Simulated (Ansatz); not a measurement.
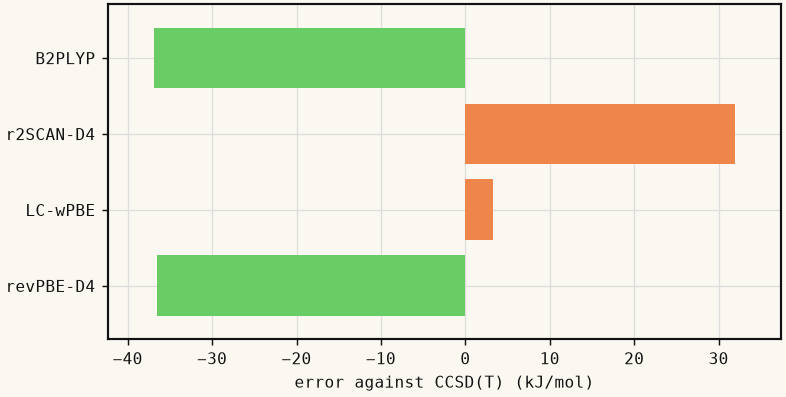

Error in the electronic atomisation energy (method less reference, so positive means overbinding) of C₃H₈Al, SMILES [CH2][Al]([CH3])[CH3], doublet: functionals in def2-TZVPP against frozen-core CCSD(T) at the limit (MP2 extrapolated from triple and quadruple zeta, plus CCSD(T) less MP2 in a smaller set), which gives 4285.3 kJ/mol, at a PBE0-D4/def2-TZVP geometry (with a soft imaginary mode, 22i cm⁻¹), no zero-point or spin-orbit term, the Ansatz code. The reference leaves out core correlation, a term that grows with the number of heavy atoms. B2PLYP holds a correlation term that converges slowly with the basis, so part of the distance to the limit is basis error. No dispersion term is added to B2PLYP and LC-wPBE.

Which of these levels overbind, and which underbind?

Answer. Overbind: r2SCAN-D4. Underbind: B2PLYP and revPBE-D4. Within 20 kJ/mol of zero, too close to call in view of what the reference leaves out: LC-wPBE.

Give the values.

Answer.
```tsv
level	kJ/mol
B2PLYP	−36.8
r2SCAN-D4	31.9
LC-wPBE	3.3
revPBE-D4	−36.5
```
